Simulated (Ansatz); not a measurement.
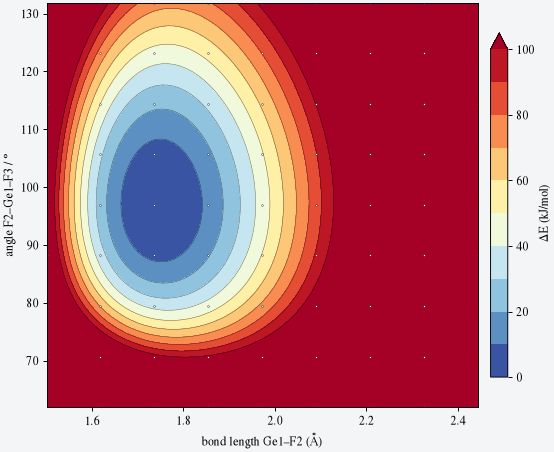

GeF2. 
- First axis: bond length Ge1–F2. Second axis: angle F2–Ge1–F3.
- Nothing is relaxed (all other coordinates rigid).
- The scan uses a 9 × 9 grid.
- Energies: kJ/mol, counted from the relaxed molecule at the same level.
- The calculation used Ansatz 0.2.0, RKS wB97X-V/def2-TZVP.

In the figure: filled contours, dots at the grid points, one colour for all values above the top of the scale. Between grid points the surface is interpolated.

Estimate the position of the minimum and the force constants in these coordinates.

Answer. The interpolated minimum is at bond length Ge1–F2 ≈ 1.744 Å, angle F2–Ge1–F3 ≈ 96.9°. The curvatures there are about 25 eV/Å² and 6 eV/rad², with a cross term of about 0 eV/(Å·rad). Round the minimum the two coordinates are nearly uncoupled. (1 eV is 96.5 kJ/mol.)
